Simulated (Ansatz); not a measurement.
F3H2PSi

The calculation's input:

```
crystal:
  periodic: [false, false, false]
  atoms:
    - symbol: F
      position_ang: [1.771881, -2.864778, -0.256159]
    - symbol: F
      position_ang: [2.651032, 0.629440, -0.409065]
    - symbol: F
      position_ang: [0.228585, 0.994155, -1.366413]
    - symbol: P
      position_ang: [1.255007, -2.009430, -1.580487]
    - symbol: Si
      position_ang: [1.155831, -0.012933, -0.478475]
    - symbol: H
      position_ang: [-0.176806, -2.163332, -1.385548]
    - symbol: H
      position_ang: [0.626089, -0.086627, 0.918445]
basis:
  gaussian:
    orbitals: def2-TZVPD
hamiltonian:
  xc: pbe0
output:
  forces: true
  orbitals: {seedname: orbitals}
```

Command:

```sh
ansatz run input.yaml --threads 1 --pin off --max-ram 2610MiB --events-out events.jsonl --progress --plain --runs-dir runs
```

Geometry: PBE-D3(BJ)/def2-SVP.

All numbers below come from isolated molecule in a Gaussian basis; Kohn-Sham density functional theory, functional PBE0 in Ansatz.

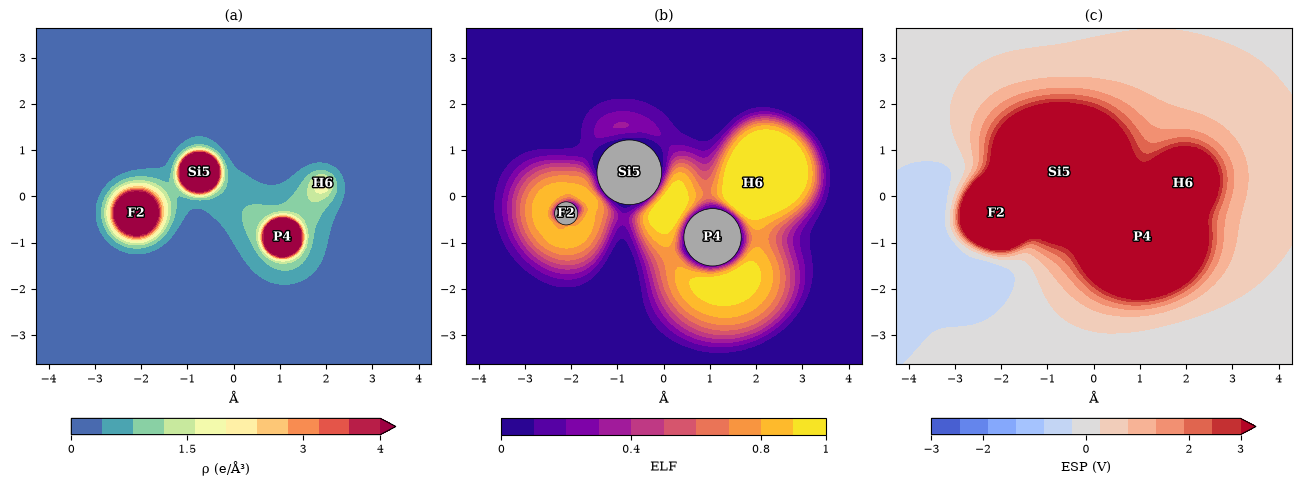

Figure 1. (a) electron density; (b) electron localisation function; (c) electrostatic potential on the plane of atoms F2, Si5 and P4. Grey discs cover the atomic cores in the ELF map.

### What do the fields say about this system?

The section cuts through F, P, Si and H sites. Si–F (1.63 Å): the density is about 1.1 e/Å³ at the midpoint; the ELF peaks at about 0.85 in the valence shell of F, 0.7 Å from its nucleus, and is about 0.50 at the midpoint. Si–P (2.28 Å): ρ is about 0.76 e/Å³ halfway; the ELF peaks at about 1 between the atoms, as expected for a shared electron pair. P–H (1.45 Å): the density is about 1.1 e/Å³ at the midpoint; the ELF climbs to about 1 towards the hydrogen, as it does in any bond to H. The ELF also peaks beside P4 and F2, away from the bonds: lone-pair regions. Outside the dense part of the molecule the potential is most negative (−0.8 V) near F2.

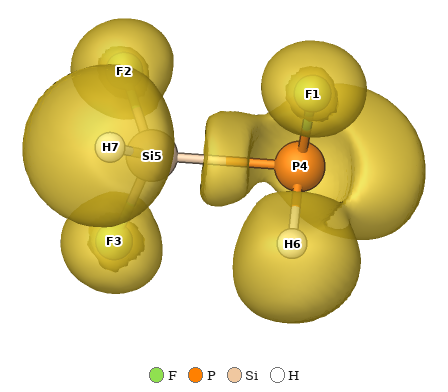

Figure 2. Isosurface of the electron localisation function at 0.75 (yellow), seen at an oblique angle. Core shells and regions of very low density are left out.

### Where are the electrons localised?

At this value the surface marks out one region around a hydrogen nucleus, three regions wrapped around F (its lone pairs, merged into a ring or cap) and one joined region spread over several atoms (H, P), in which their bonds and any lone pairs are merged. Profiles from the grid: P–F (1.66 Å): the ELF peaks at about 0.80 between the atoms; a polar covalent bond.

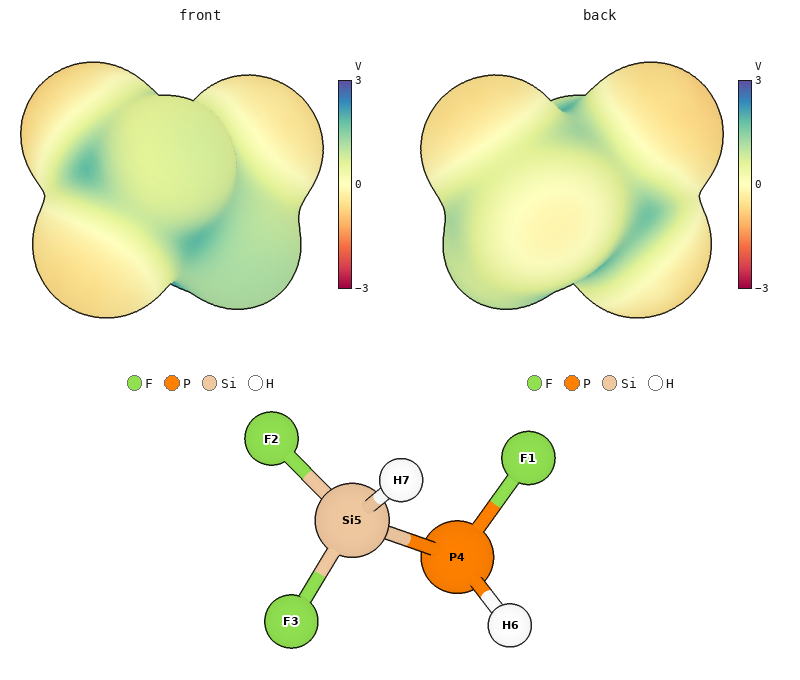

Figure 3. The molecular electrostatic potential painted on the density surface at 0.002 e/bohr³, seen from the front and from behind; red is negative and blue positive. The bare structure is drawn below in the same view.

### Describe the electrostatic potential map.

The most negative region (about −0.7 V) lies over F2, the most positive (about +2.0 V) over P4.

### How polar is the molecule by this calculation?

Its dipole moment is 1.51 D.

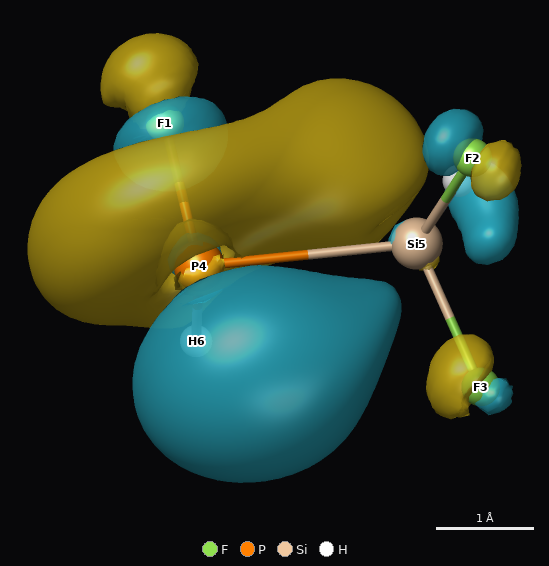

Figure 4. One frontier orbital at ±0.1 Å⁻³ᐟ² (yellow and cyan are the two phases), seen at an oblique angle.

### Which orbital is it: HOMO or LUMO?

The LUMO, at −1.96 eV. Its weight (Hirshfeld) is mainly on P4 (about 55 %), Si5 (about 20 %) and F1 (about 15 %).
